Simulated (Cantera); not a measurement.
A closed system holds: 1 mol HI, 3.4 mol O2, 2.8 mol N2, held at 0.133 bar.

Method: chemical equilibrium by Gibbs-energy minimisation in Cantera with the NASA 1993 tables (ideal gas, pure condensed phases). Candidate condensed phases: H2O, I2; 27 gas species. Kinetics and transport are ignored.

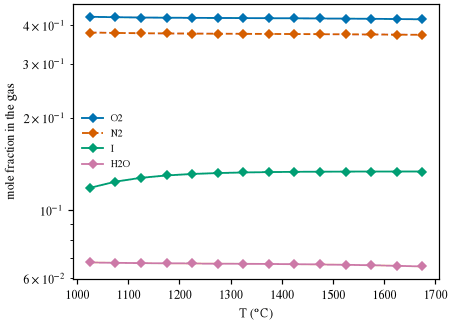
Figure. Equilibrium gas composition (values under 1e-9 drawn at 1e-9)

**Question.** Read off the mole fractions at 1675 °C.

**Answer.** O2 about 0.42, N2 about 0.37, I about 0.13, H2O about 0.066.
